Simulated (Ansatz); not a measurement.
H4W···H2

Input file:

```
crystal:
  periodic: [false, false, false]
  atoms:
    - { symbol: W, position_ang: [-0.430985, 0.0, -0.430985] }
    - { symbol: H, position_ang: [1.368159, 0.018703, 1.873575] }
    - { symbol: H, position_ang: [1.873575, -0.018703, 1.368159] }
    - { symbol: H, position_ang: [0.182378, 1.494897, 0.13436] }
    - { symbol: H, position_ang: [-2.101505, -0.043631, -0.126283] }
    - { symbol: H, position_ang: [0.13436, -1.494897, 0.182378] }
    - { symbol: H, position_ang: [-0.126283, 0.043631, -2.101505] }
basis:
  gaussian: { orbitals: def2-SVP }
hamiltonian:
  xc: b3lyp
  dispersion: d4
relax:
  f_tol: 0.03
  max_steps: 50
output:
  orbitals: {}
```

Launched as:

```sh
ansatz run input.yaml --threads 1 --pin off --max-ram 2048MiB --backend cpu --events-out ev --progress --plain --runs-dir out
```

The fields are those of the run's last geometry, not of the input's.

Core potentials replace the inner electrons of W.

Level of theory: RKS B3LYP-D4/def2-SVP in Ansatz.

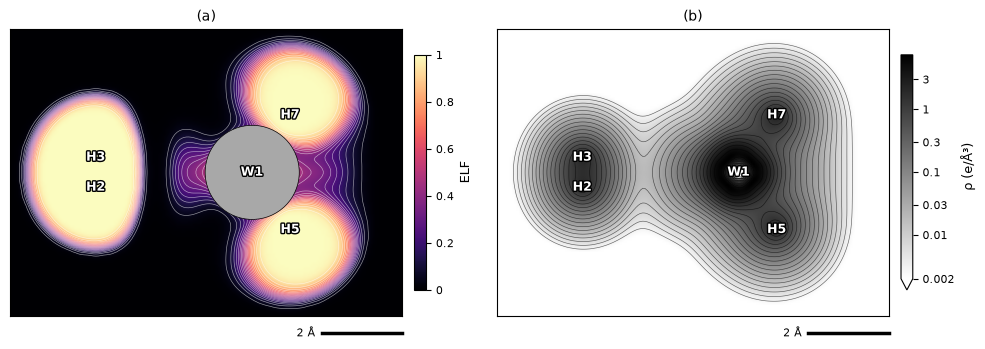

Figure 1. (a) electron localisation function; (b) electron density on the plane of atoms H5, W1 and H7. Grey discs cover the atomic cores in the ELF map.

What does the map show?

Answer. Atoms in the plane: W and H.
W1···H2 (3.89 Å): the density falls to about 0.02 e/Å³ on the way; the ELF dips to about 0 between them (a weak contact between the two molecules).
H–H (0.76 Å): ρ at the midpoint is about 1.7 e/Å³; the ELF peaks at about 1 between the atoms.
W–H (1.71 Å): ρ at the midpoint is about 1.4 e/Å³; the ELF climbs to about 1 towards the hydrogen.

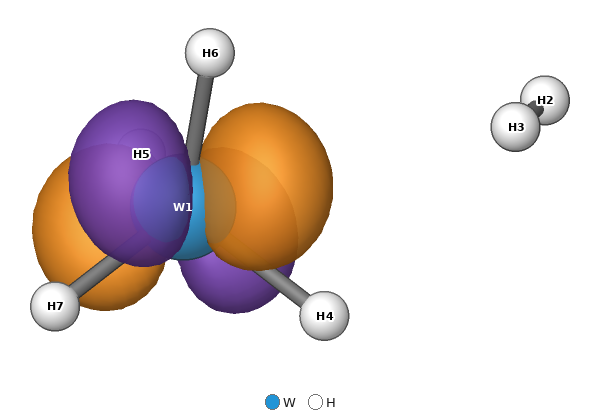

Figure 2. The HOMO at ±0.2 Å⁻³ᐟ² (orange and purple are the two phases), seen at an oblique angle.

Where does this orbital lie, and at what energy?

Answer. By Hirshfeld shares it lies mainly on W1 (about 90 %). Its energy is −5.16 eV.

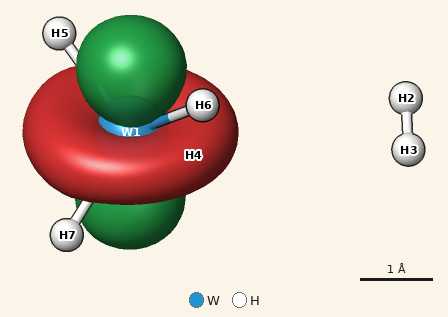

Figure 3. The LUMO at ±0.15 Å⁻³ᐟ² (green and red are the two phases), seen at a tilt.

What is the character of this orbital?

Answer. Its weight (Hirshfeld) is mainly on W1 (about 85 %). Its energy is −3.77 eV.
